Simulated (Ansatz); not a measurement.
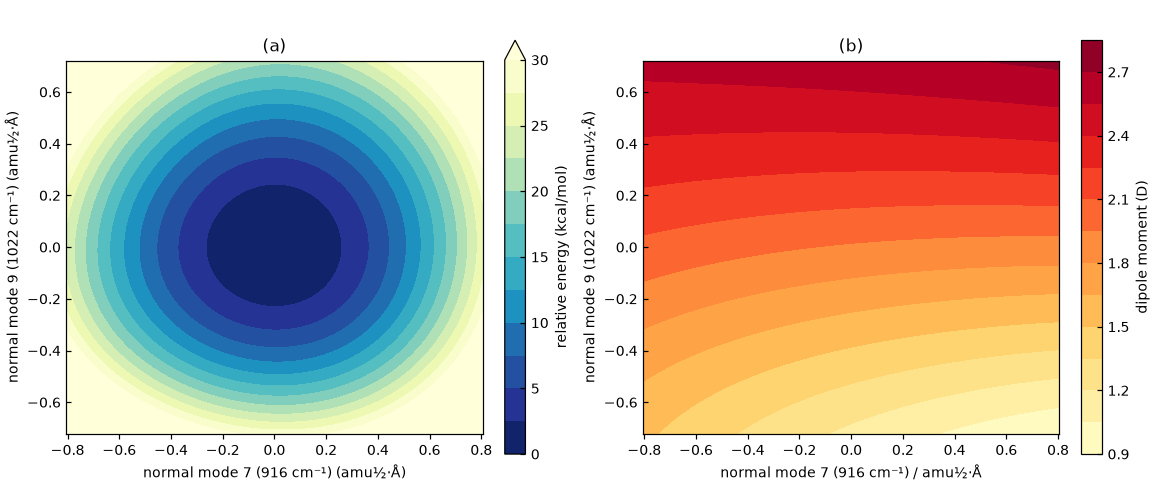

C₃H₃FO, SMILES FC1C=CO1. Coordinates scanned: (1) normal mode 7 (916 cm⁻¹); (2) normal mode 9 (1022 cm⁻¹). Nothing is relaxed (straight displacements along the two mass-weighted modes). The grid has 9 × 9 points. Points are written as (first, second). Energies are in kcal/mol, from the lowest grid point. The calculation used RKS PBE-D4/def2-SVP (Ansatz 0.2.0).

Panel (a) is the energy and panel (b) the computed dipole moment on the same grid.

Drawn: filled contours, one colour for all values above the top of the scale. Between grid points the surface is interpolated.

How does the dipole moment vary over the map, and what is it at the lowest grid point?

Answer. Leaving out the highest fifth of the energies, it runs from 1.09 D at (0.201 amu½·Å, −0.72 amu½·Å) to 2.69 D at (0.402 amu½·Å, 0.72 amu½·Å). At the lowest grid point, (0.000 amu½·Å, 0.00 amu½·Å), it is 1.93 D.

```csv
"normal mode 9 (1022 cm⁻¹) ↓, normal mode 7 (916 cm⁻¹) →",−0.805,−0.604,−0.402,−0.201,0.000,0.201,0.402,0.604,0.805
0.72,2.60,2.61,2.62,2.64,2.65,2.67,2.69,2.71,2.74
0.54,2.48,2.48,2.48,2.48,2.49,2.50,2.52,2.53,2.55
0.36,2.35,2.34,2.33,2.32,2.32,2.32,2.32,2.33,2.35
0.18,2.21,2.18,2.16,2.14,2.13,2.12,2.12,2.12,2.13
0.00,2.06,2.02,1.99,1.96,1.93,1.92,1.90,1.89,1.89
−0.18,1.91,1.86,1.81,1.77,1.73,1.70,1.68,1.66,1.65
−0.36,1.77,1.70,1.63,1.58,1.53,1.49,1.45,1.42,1.40
−0.54,1.64,1.55,1.47,1.40,1.34,1.28,1.23,1.19,1.15
−0.72,1.53,1.43,1.33,1.25,1.17,1.09,1.03,0.97,0.92
```
